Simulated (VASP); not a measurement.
# In2Pt3 with PBEsol: from relaxation to properties, part 5 of 6

Aim: relax In2Pt3, then compute properties on the relaxed cell. The start is a computed cell from the Materials Project.

VASP 6.6.1; PBEsol; plane waves and PAW (In_d, Pt).

Still holding for the runs below: The k-mesh is coarse for a metal.

So far. Step 6 (Total and projected DOS (PBEsol)): The finer mesh and the other smearing move the Fermi level by -0.01 eV from the 4×4×2 run, a small shift, which tests the Fermi level alone. Of the states within 0.3 eV of the Fermi level, the largest shares in the PAW spheres are Pt d 53 %, Pt p 13 % and In p 8 %. The rest lies in smaller channels or between the spheres. Step 7 (Volume scan with PBEsol, volume scale 0.94): The pressure here is 12.55 GPa.

## (8) Volume scan with PBEsol, volume scale 0.96

INCAR

```
SYSTEM = In2Pt3
PREC = Accurate
ENCUT = 400
EDIFF = 1E-06
NELM = 100
ISMEAR = 1
SIGMA = 0.2
LREAL = .FALSE.
ALGO = Normal
GGA = PS
NBANDS = 138
LASPH = .TRUE.
LORBIT = 11
LWAVE = .FALSE.
LCHARG = .FALSE.
KPAR = 4
NCORE = 2
ISIF = 2
```

POSCAR

```
In2Pt3
1.0
    5.4977888025      0.0000000000      0.0000000000
   -2.7488944012      4.7612247675      0.0000000000
    0.0000000000      0.0000000000     13.5885535367
In Pt
8 12
Direct
    0.0000000000      0.0000000000      0.2500000000
    0.0000000000      0.0000000000      0.7500000000
    0.3333333300      0.6666666700      0.2500000000
    0.6666666700      0.3333333300      0.7500000000
    0.3333333300      0.6666666700      0.9160549550
    0.3333333300      0.6666666700      0.5839450450
    0.6666666700      0.3333333300      0.0839450450
    0.6666666700      0.3333333300      0.4160549550
    0.1657347159      0.3314694418      0.0895791287
    0.6685305582      0.8342652841      0.0895791287
    0.1657347159      0.8342652841      0.0895791287
    0.6685305582      0.8342652841      0.4104208713
    0.1657347159      0.3314694418      0.4104208713
    0.1657347159      0.8342652841      0.4104208713
    0.8342652841      0.6685305582      0.9104208713
    0.3314694418      0.1657347159      0.9104208713
    0.8342652841      0.1657347159      0.9104208713
    0.3314694418      0.1657347159      0.5895791287
    0.8342652841      0.6685305582      0.5895791287
    0.8342652841      0.1657347159      0.5895791287
```

KPOINTS

```
Automatic mesh
0
Gamma
4 4 2
0 0 0
```

Potentials, in the order of the species: In_d and Pt (PBE family, release 64).

The run is started by

```bash
$ mpirun -np 8 vasp_std
```

What it wrote:

```text
[... set-up lines as in an earlier step ...]
 entering main loop
       N       E                     dE             d eps       ncg     rms          rms(c)
DAV:   1     0.271440150663E+04    0.27144E+04   -0.79522E+04  2216   0.181E+03
DAV:   2     0.408077784175E+03   -0.23063E+04   -0.22067E+04  2240   0.533E+02
DAV:   3    -0.739323393946E+02   -0.48201E+03   -0.43180E+03  2274   0.223E+02
DAV:   4    -0.120731556414E+03   -0.46799E+02   -0.44298E+02  2872   0.730E+01
DAV:   5    -0.122122882145E+03   -0.13913E+01   -0.13839E+01  3144   0.119E+01    0.389E+01
DAV:   6    -0.117809009167E+03    0.43139E+01   -0.10912E+01  2424   0.123E+01    0.182E+01
DAV:   7    -0.116937647926E+03    0.87136E+00   -0.16505E+00  3056   0.942E+00    0.589E+00
DAV:   8    -0.116877060370E+03    0.60588E-01   -0.52084E-01  2784   0.397E+00    0.133E+00
DAV:   9    -0.116871592499E+03    0.54679E-02   -0.56452E-02  3136   0.137E+00    0.926E-01
DAV:  10    -0.116870451554E+03    0.11409E-02   -0.89038E-03  2896   0.448E-01    0.250E-01
DAV:  11    -0.116870585817E+03   -0.13426E-03   -0.11843E-03  2456   0.200E-01    0.605E-02
DAV:  12    -0.116870596999E+03   -0.11182E-04   -0.13289E-04  3128   0.971E-02    0.308E-02
DAV:  13    -0.116870599746E+03   -0.27476E-05   -0.23099E-05  3128   0.240E-02    0.108E-02
DAV:  14    -0.116870600542E+03   -0.79599E-06   -0.28890E-06  1904   0.118E-02
   1 F= -.11687060E+03 E0= -.11687264E+03  d E =0.611070E-02
```

Run time: 37 s. Hardware: 8 MPI ranks of AMD EPYC 9R45, shared host; peak memory 2.2 GiB.

OUTCAR, selected parts (step 8):

```text
   ENCUT  =  400.0 eV  29.40 Ry    5.42 a.u.   8.97  8.97 22.16*2*pi/ulx,y,z

   NELECT =     224.0000    total number of electrons

 E-fermi :  10.0936

 k-point     1 :       0.0000    0.0000    0.0000
  band No.  band energies     occupation
    ...
    107       9.3752      2.00000
    108       9.5734      2.00146
    109       9.5734      2.00146
    110       9.9481      1.93843
    111       9.9481      1.93843
    112      10.1842      0.31367
    113      10.3692     -0.06512
    114      10.3699     -0.06486
    115      10.4591     -0.02680
    116      10.4601     -0.02644
    ...

  Total       18.0775286     18.0775286     16.0042528      0.0000000      0.0000000     -0.0000000
  in kB       81.4272322     81.4272322     72.0885051      0.0000000      0.0000000     -0.0000000
  external PRESSURE =      78.3143231 kB  Pullay stress =       0.0000000 kB

 POSITION                                       TOTAL-FORCE (eV/Angst)
 -----------------------------------------------------------------------------------
      0.00000      0.00000      3.39714        -0.000000     -0.000000      0.000000
      0.00000      0.00000     10.19142        -0.000000     -0.000000      0.000000
     -0.00000      3.17415      3.39714        -0.000000     -0.000000      0.000000
      2.74889      1.58707     10.19142        -0.000000     -0.000000      0.000000
     -0.00000      3.17415     12.44786        -0.000000     -0.000000     -0.269932
     -0.00000      3.17415      7.93497        -0.000000     -0.000000      0.269932
      2.74889      1.58707      1.14069        -0.000000     -0.000000      0.269932
      2.74889      1.58707      5.65359        -0.000000     -0.000000     -0.269932
     -0.00000      1.57820      1.21725         0.000000      0.024569     -0.024230
      1.38213      3.97212      1.21725        -0.021277     -0.012284     -0.024230
     -1.38213      3.97212      1.21725         0.021277     -0.012284     -0.024230
      1.38213      3.97212      5.57703        -0.021277     -0.012284      0.024230
     -0.00000      1.57820      5.57703         0.000000      0.024569      0.024230
     -1.38213      3.97212      5.57703         0.021277     -0.012284      0.024230
      2.74889      3.18302     12.37130        -0.000000     -0.024569      0.024230
      1.36676      0.78910     12.37130         0.021277      0.012284      0.024230
      4.13103      0.78910     12.37130        -0.021277      0.012284      0.024230
      1.36676      0.78910      8.01153         0.021277      0.012284     -0.024230
      2.74889      3.18302      8.01153        -0.000000     -0.024569     -0.024230
      4.13103      0.78910      8.01153        -0.021277      0.012284     -0.024230
 -----------------------------------------------------------------------------------
    total drift:                               -0.000000      0.000000     -0.000000

  FREE ENERGIE OF THE ION-ELECTRON SYSTEM (eV)
  ---------------------------------------------------
  free  energy   TOTEN  =      -116.8706005425 eV

  energy  without entropy=     -116.8767112435  energy(sigma->0) =     -116.87263744

[... 5 parts as in an earlier step ...]

[... 11 further parts left out ...]
```

Numbers from this step:

```
free energy (TOTEN)     : -116.8706 eV
energy at zero smearing : -116.8726 eV
Fermi energy            : 10.09 eV
pressure                : 7.831 GPa
```

Force by atom:

```tsv
atom	x (eV/Å)	y (eV/Å)	z (eV/Å)	size
In1	0.000	0.000	0.000	0.000
In2	0.000	0.000	0.000	0.000
In3	0.000	0.000	0.000	0.000
In4	0.000	0.000	0.000	0.000
In5	0.000	0.000	-0.270	0.270
In6	0.000	0.000	0.270	0.270
In7	0.000	0.000	0.270	0.270
In8	0.000	0.000	-0.270	0.270
Pt9	0.000	0.025	-0.024	0.035
Pt10	-0.021	-0.012	-0.024	0.035
Pt11	0.021	-0.012	-0.024	0.035
Pt12	-0.021	-0.012	0.024	0.035
Pt13	0.000	0.025	0.024	0.035
Pt14	0.021	-0.012	0.024	0.035
Pt15	0.000	-0.025	0.024	0.035
Pt16	0.021	0.012	0.024	0.035
Pt17	-0.021	0.012	0.024	0.035
Pt18	0.021	0.012	-0.024	0.035
Pt19	0.000	-0.025	-0.024	0.035
Pt20	-0.021	0.012	-0.024	0.035
```

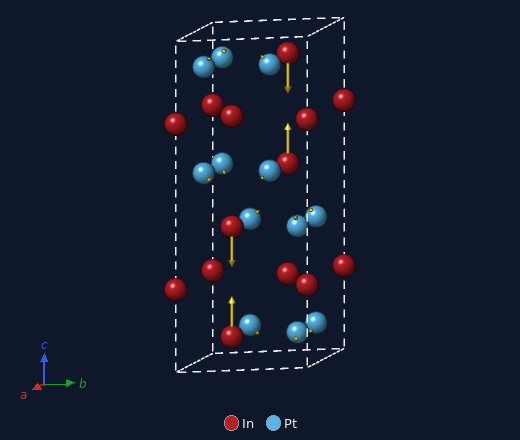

Force as arrows, the longest 0.270 eV/Å. Some periodic images of atoms are drawn too.

The pressure falls from 12.55 to 7.83 GPa.

## (9) Volume scan with PBEsol, volume scale 0.98

INCAR is that of step 8.

POSCAR: that of step 8 with these lines changed.

```diff
@@ -2,5 +2,5 @@
 1.0
-    5.4977888025      0.0000000000      0.0000000000
-   -2.7488944012      4.7612247675      0.0000000000
-    0.0000000000      0.0000000000     13.5885535367
+    5.5357057855      0.0000000000      0.0000000000
+   -2.7678528927      4.7940618381      0.0000000000
+    0.0000000000      0.0000000000     13.6822706605
 In Pt
```

KPOINTS is that of step 8.

The run is started by

```bash
$ mpirun -np 8 vasp_std
```

What it wrote:

```text
[... set-up lines as in an earlier step ...]
 entering main loop
       N       E                     dE             d eps       ncg     rms          rms(c)
DAV:   1     0.269269959104E+04    0.26927E+04   -0.79638E+04  2208   0.180E+03
DAV:   2     0.387482627804E+03   -0.23052E+04   -0.22047E+04  2296   0.529E+02
DAV:   3    -0.756462324994E+02   -0.46313E+03   -0.41551E+03  2266   0.220E+02
DAV:   4    -0.120897826572E+03   -0.45252E+02   -0.42449E+02  2864   0.701E+01
[...]
DAV:  13    -0.117140466900E+03   -0.23713E-05   -0.22288E-05  3112   0.231E-02    0.113E-02
DAV:  14    -0.117140468222E+03   -0.13221E-05   -0.32177E-06  1928   0.932E-03    0.280E-03
DAV:  15    -0.117140468549E+03   -0.32651E-06   -0.40200E-07  1464   0.328E-03
   1 F= -.11714047E+03 E0= -.11714270E+03  d E =0.669600E-02
```

Elapsed: 40 s, on 8 MPI ranks; peak memory 2.2 GiB.

OUTCAR, selected parts (step 9):

```text
  Total        8.6319645      8.6319645      7.6680929      0.0000000      0.0000000      0.0000000
  in kB       38.0877590     38.0877590     33.8347628      0.0000000      0.0000000      0.0000000
  external PRESSURE =      36.6700936 kB  Pullay stress =       0.0000000 kB

 POSITION                                       TOTAL-FORCE (eV/Angst)
 -----------------------------------------------------------------------------------
      0.00000      0.00000      3.42057         0.000000     -0.000000     -0.000000
      0.00000      0.00000     10.26170         0.000000     -0.000000     -0.000000
     -0.00000      3.19604      3.42057         0.000000     -0.000000     -0.000000
      2.76785      1.59802     10.26170         0.000000     -0.000000     -0.000000
     -0.00000      3.19604     12.53371         0.000000     -0.000000     -0.129350
     -0.00000      3.19604      7.98969         0.000000     -0.000000      0.129350
      2.76785      1.59802      1.14856         0.000000     -0.000000      0.129350
      2.76785      1.59802      5.69258         0.000000     -0.000000     -0.129350
     -0.00000      1.58909      1.22565         0.000000      0.010860     -0.013052
      1.39166      3.99952      1.22565        -0.009405     -0.005430     -0.013052
     -1.39166      3.99952      1.22565         0.009405     -0.005430     -0.013052
      1.39166      3.99952      5.61549        -0.009405     -0.005430      0.013052
     -0.00000      1.58909      5.61549         0.000000      0.010860      0.013052
     -1.39166      3.99952      5.61549         0.009405     -0.005430      0.013052
[...]
-----------------------------------------------------------------------------------
    total drift:                               -0.000000      0.000000     -0.000000

  FREE ENERGIE OF THE ION-ELECTRON SYSTEM (eV)
  ---------------------------------------------------
  free  energy   TOTEN  =      -117.1404685486 eV

  energy  without entropy=     -117.1471645511  energy(sigma->0) =     -117.14270055

[... 1 part as in an earlier step ...]

[... 2 further parts left out ...]
[key lines of the parts left out:]
E-fermi :   9.7553
```

The pressure falls from 7.83 to 3.67 GPa.

The run ends at a pressure of 3.67 GPa, with forces up to 0.13 eV/Å.

## (10) Volume scan with PBEsol, volume scale 1

INCAR is that of step 9.

POSCAR: that of step 9 with these lines changed.

```diff
@@ -2,5 +2,5 @@
 1.0
-    5.5357057855      0.0000000000      0.0000000000
-   -2.7678528927      4.7940618381      0.0000000000
-    0.0000000000      0.0000000000     13.6822706605
+    5.5731103376      0.0000000000      0.0000000000
+   -2.7865551688      4.8264551304      0.0000000000
+    0.0000000000      0.0000000000     13.7747212396
 In Pt
```

KPOINTS is that of step 9.

The run is started by

```bash
$ mpirun -np 8 vasp_std
```

What it wrote:

```text
[... set-up lines as in an earlier step ...]
 entering main loop
       N       E                     dE             d eps       ncg     rms          rms(c)
DAV:   1     0.265759707993E+04    0.26576E+04   -0.80389E+04  2208   0.178E+03
DAV:   2     0.379577910462E+03   -0.22780E+04   -0.21785E+04  2248   0.521E+02
DAV:   3    -0.752647801979E+02   -0.45484E+03   -0.40661E+03  2260   0.217E+02
DAV:   4    -0.120859727404E+03   -0.45595E+02   -0.42508E+02  2856   0.692E+01
[...]
DAV:  13    -0.117229450619E+03   -0.20125E-05   -0.21841E-05  3104   0.209E-02    0.127E-02
DAV:  14    -0.117229452833E+03   -0.22139E-05   -0.38119E-06  1888   0.744E-03    0.432E-03
DAV:  15    -0.117229453014E+03   -0.18089E-06   -0.34100E-07  1496   0.378E-03
   1 F= -.11722945E+03 E0= -.11723188E+03  d E =0.726775E-02
```

It took 40 s on 8 MPI ranks; peak memory 2.3 GiB.

OUTCAR, selected parts (step 10):

```text
  Total       -0.0145257     -0.0145257      0.0179908      0.0000000      0.0000000      0.0000000
  in kB       -0.0628114     -0.0628114      0.0777949      0.0000000      0.0000000      0.0000000
  external PRESSURE =      -0.0159426 kB  Pullay stress =       0.0000000 kB

 POSITION                                       TOTAL-FORCE (eV/Angst)
 -----------------------------------------------------------------------------------
      0.00000      0.00000      3.44368        -0.000000      0.000000     -0.000000
      0.00000      0.00000     10.33104        -0.000000      0.000000      0.000000
     -0.00000      3.21764      3.44368        -0.000000      0.000000     -0.000000
      2.78656      1.60882     10.33104        -0.000000      0.000000     -0.000000
     -0.00000      3.21764     12.61840        -0.000000      0.000000     -0.001532
     -0.00000      3.21764      8.04368        -0.000000      0.000000      0.001532
      2.78656      1.60882      1.15632        -0.000000      0.000000      0.001532
      2.78656      1.60882      5.73104        -0.000000      0.000000     -0.001532
     -0.00000      1.59982      1.23393        -0.000000     -0.001397     -0.002132
      1.40107      4.02654      1.23393         0.001210      0.000699     -0.002132
     -1.40107      4.02654      1.23393        -0.001210      0.000699     -0.002132
      1.40107      4.02654      5.65343         0.001210      0.000699      0.002132
     -0.00000      1.59982      5.65343        -0.000000     -0.001397      0.002132
     -1.40107      4.02654      5.65343        -0.001210      0.000699      0.002132
[...]
-----------------------------------------------------------------------------------
    total drift:                               -0.000000      0.000000     -0.000000

  FREE ENERGIE OF THE ION-ELECTRON SYSTEM (eV)
  ---------------------------------------------------
  free  energy   TOTEN  =      -117.2294530141 eV

  energy  without entropy=     -117.2367207686  energy(sigma->0) =     -117.23187560

[... 2 parts as in an earlier step ...]

[... 1 further part left out ...]
[key lines of the parts left out:]
E-fermi :   9.4320
```

The pressure falls from 3.67 to 0.00 GPa.

The run ends at a pressure of 0.00 GPa, with forces up to 0.0025 eV/Å.

## (11) Volume scan with PBEsol, volume scale 1.02

INCAR is that of step 10.

POSCAR: that of step 10 with these lines changed.

```diff
@@ -2,5 +2,5 @@
 1.0
-    5.5731103376      0.0000000000      0.0000000000
-   -2.7865551688      4.8264551304      0.0000000000
-    0.0000000000      0.0000000000     13.7747212396
+    5.6100194287      0.0000000000      0.0000000000
+   -2.8050097144      4.8584193409      0.0000000000
+    0.0000000000      0.0000000000     13.8659472176
 In Pt
```

KPOINTS is that of step 10.

The run is started by

```bash
$ mpirun -np 8 vasp_std
```

What it wrote:

```text
[... set-up lines as in an earlier step ...]
 entering main loop
       N       E                     dE             d eps       ncg     rms          rms(c)
DAV:   1     0.263205705891E+04    0.26321E+04   -0.80243E+04  2216   0.178E+03
DAV:   2     0.370977526156E+03   -0.22611E+04   -0.21613E+04  2280   0.518E+02
DAV:   3    -0.781374841252E+02   -0.44912E+03   -0.40019E+03  2286   0.217E+02
DAV:   4    -0.121036627854E+03   -0.42899E+02   -0.40717E+02  2880   0.683E+01
[...]
DAV:  13    -0.117158677698E+03   -0.29554E-05   -0.21302E-05  3088   0.197E-02    0.117E-02
DAV:  14    -0.117158680240E+03   -0.25417E-05   -0.44013E-06  1912   0.729E-03    0.444E-03
DAV:  15    -0.117158680425E+03   -0.18511E-06   -0.43372E-07  1544   0.485E-03
   1 F= -.11715868E+03 E0= -.11716127E+03  d E =0.776988E-02
```

Wall time 44 s (8 MPI ranks); peak memory 2.5 GiB; 5.1 min of CPU time.

Parts of OUTCAR (step 11):

```text
  Total       -7.9417182     -7.9417182     -7.0065293      0.0000000      0.0000000      0.0000000
  in kB      -33.6679092    -33.6679092    -29.7032946      0.0000000      0.0000000      0.0000000
  external PRESSURE =     -32.3463710 kB  Pullay stress =       0.0000000 kB

 POSITION                                       TOTAL-FORCE (eV/Angst)
 -----------------------------------------------------------------------------------
      0.00000      0.00000      3.46649        -0.000000      0.000000     -0.000000
      0.00000      0.00000     10.39946         0.000000      0.000000     -0.000000
     -0.00000      3.23895      3.46649        -0.000000      0.000000     -0.000000
      2.80501      1.61947     10.39946         0.000000      0.000000     -0.000000
     -0.00000      3.23895     12.70197         0.000000      0.000000      0.113204
     -0.00000      3.23895      8.09695         0.000000      0.000000     -0.113204
      2.80501      1.61947      1.16398        -0.000000      0.000000     -0.113204
      2.80501      1.61947      5.76900        -0.000000      0.000000      0.113204
     -0.00000      1.61042      1.24210         0.000000     -0.012132      0.008820
      1.41035      4.05321      1.24210         0.010506      0.006066      0.008820
     -1.41035      4.05321      1.24210        -0.010506      0.006066      0.008820
      1.41035      4.05321      5.69087         0.010506      0.006066     -0.008820
     -0.00000      1.61042      5.69087         0.000000     -0.012132     -0.008820
     -1.41035      4.05321      5.69087        -0.010506      0.006066     -0.008820
[...]
-----------------------------------------------------------------------------------
    total drift:                               -0.000000     -0.000000     -0.000000

  FREE ENERGIE OF THE ION-ELECTRON SYSTEM (eV)
  ---------------------------------------------------
  free  energy   TOTEN  =      -117.1586804248 eV

  energy  without entropy=     -117.1664503040  energy(sigma->0) =     -117.16127038

[... 1 part as in an earlier step ...]

[... 2 further parts left out ...]
[key lines of the parts left out:]
E-fermi :   9.1231
```

The pressure falls from 0.00 to -3.23 GPa.

The run ends at a pressure of -3.23 GPa, with forces up to 0.11 eV/Å.

[end of part 5 of 6]

[Lines on the potential files, build, host, timing and source positions are cut from VASP's logs without a mark.]

[Logs are printed without paths, hosts, clocks, repeated set-up lines and the standing remarks that a program may print on its own settings, such as how far it seeks lower states.]

[Hosts, paths, dates, database ids (printed as entryN), source tags and the programs' standing remarks are cut or masked in the printed files.]

[A measured line is paired with the nearest computed mode of its activity, which favours agreement.]
